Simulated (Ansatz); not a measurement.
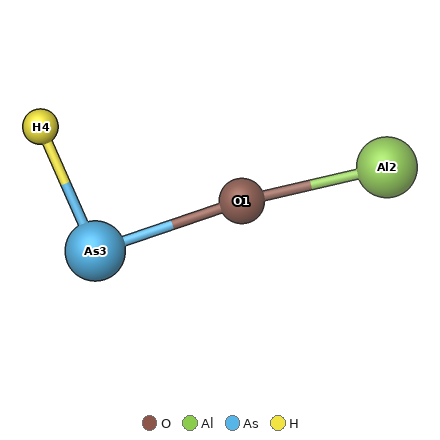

The system is AlAsHO, spin multiplicity 2; the picture shows the reference structure. The first coordinate is: bond length O1–Al2; the second: bond length O1–As3. Nothing is relaxed (all other coordinates rigid). Grid: 15 × 15 points. Energies: eV, counted from the relaxed molecule at the same level. Theory: UKS SPW92 (LDA)/def2-TZVP (Ansatz).

Its coordinates:

```xyz
4

O     0.3468    0.0424    0.4918
Al    0.7097   -0.3805    2.0976
As    0.1132    0.5858   -1.1724
H    -1.1698   -0.2477   -1.4170
```

Range: bond length O1–Al2 from 1.496 to 2.125 Å; bond length O1–As3 from 1.484 to 2.296 Å.

Question: What will the energy surface look like?

Answer: The lowest grid point is at bond length O1–Al2 = 1.720 Å, bond length O1–As3 = 1.774 Å, 0.006 eV from the relaxed molecule at the same level. It is the only kind of minimum in the scanned range. The highest grid point, bond length O1–Al2 = 2.125 Å, bond length O1–As3 = 2.296 Å, lies 2.75 eV above the lowest. Round the minimum the two coordinates are weakly coupled (coupling 0.07 in units of the two stiffnesses).

```
bond length O1–As3 ↓, bond length O1–Al2 →  1.496  1.541  1.586  1.631  1.675  1.720  1.765  1.810  1.855  1.900  1.945  1.990  2.035  2.080  2.125
                                     2.296   2.01   1.72   1.54   1.45   1.43   1.47   1.54   1.65   1.77   1.92   2.08   2.24   2.41   2.58   2.76
                                     2.238   1.83   1.54   1.36   1.26   1.24   1.27   1.34   1.44   1.56   1.71   1.86   2.02   2.19   2.36   2.53
                                     2.180   1.65   1.35   1.17   1.07   1.04   1.07   1.13   1.23   1.35   1.49   1.64   1.80   1.97   2.13   2.30
                                     2.122   1.47   1.17   0.98   0.88   0.85   0.87   0.93   1.02   1.14   1.27   1.42   1.58   1.74   1.91   2.08
                                     2.064   1.30   0.99   0.79   0.69   0.65   0.67   0.73   0.82   0.93   1.06   1.21   1.36   1.52   1.69   1.85
                                     2.006   1.13   0.81   0.62   0.51   0.47   0.48   0.53   0.62   0.73   0.86   1.00   1.15   1.31   1.47   1.64
                                     1.948   0.97   0.66   0.45   0.34   0.30   0.31   0.36   0.44   0.55   0.67   0.81   0.96   1.12   1.28   1.44
                                     1.890   0.85   0.53   0.32   0.20   0.15   0.16   0.21   0.29   0.39   0.52   0.65   0.80   0.95   1.11   1.26
                                     1.832   0.76   0.44   0.23   0.10   0.05   0.05   0.10   0.17   0.28   0.40   0.53   0.67   0.82   0.97   1.13
                                     1.774   0.73   0.40   0.19   0.06   0.01   0.01   0.05   0.12   0.22   0.33   0.46   0.60   0.74   0.89   1.04
                                     1.716   0.79   0.45   0.23   0.10   0.04   0.04   0.07   0.14   0.23   0.35   0.47   0.61   0.75   0.89   1.03
                                     1.658   0.95   0.61   0.39   0.25   0.19   0.18   0.21   0.27   0.36   0.47   0.59   0.72   0.85   0.99   1.13
                                     1.600   1.27   0.93   0.70   0.56   0.49   0.47   0.49   0.55   0.63   0.74   0.85   0.97   1.10   1.23   1.36
                                     1.542   1.79   1.44   1.21   1.06   0.98   0.96   0.98   1.03   1.11   1.20   1.31   1.42   1.54   1.67   1.79
                                     1.484   2.59   2.23   1.99   1.83   1.75   1.72   1.73   1.77   1.84   1.93   2.02   2.13   2.24   2.36   2.47
```

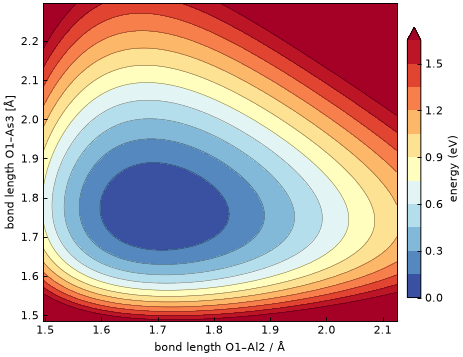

In the figure: filled contours, one colour for all values above the top of the scale. Between grid points the surface is interpolated.

Each point was launched as `ansatz run input.yaml --threads 1 --pin off --max-ram 2560MiB --backend cpu --events-out ev --progress --plain --runs-dir out`. Time for the 225 points that were run: 19 min on 1 thread of Arm Neoverse N1, with other jobs on the host.
